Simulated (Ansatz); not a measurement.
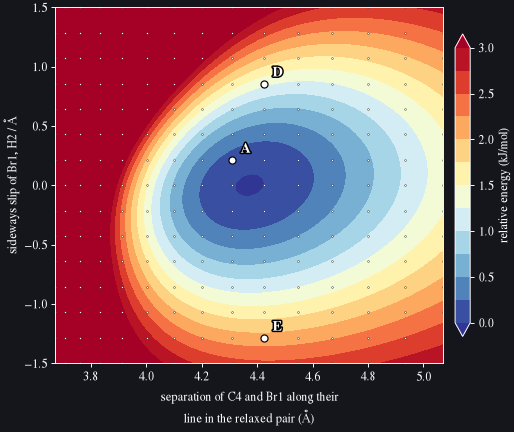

The pair BrH···C₂H₄. Coordinates scanned: (1) separation of C4 and Br1 along their line in the relaxed pair; (2) sideways slip of Br1, H2. Nothing is relaxed (both partners rigid). Grid: 15 × 15 points. Points are written as (first, second). Energies: kJ/mol, counted from the lowest grid point. All numbers below come from RHF/def2-TZVPD in Ansatz.

Drawn: filled contours, dots at the grid points, one colour for all values above the top of the scale, lettered points. Between grid points the surface is interpolated.

Question: Is A the lowest point of the computed grid?

Answer: No. A lies 0.13 kJ/mol above the lowest grid point, which is at (4.426 Å, 0.000 Å).

Question: Rank the lettered points by energy, lowest first.

Answer: A (0.13 kJ/mol), D (1.3 kJ/mol), E (2.1 kJ/mol).
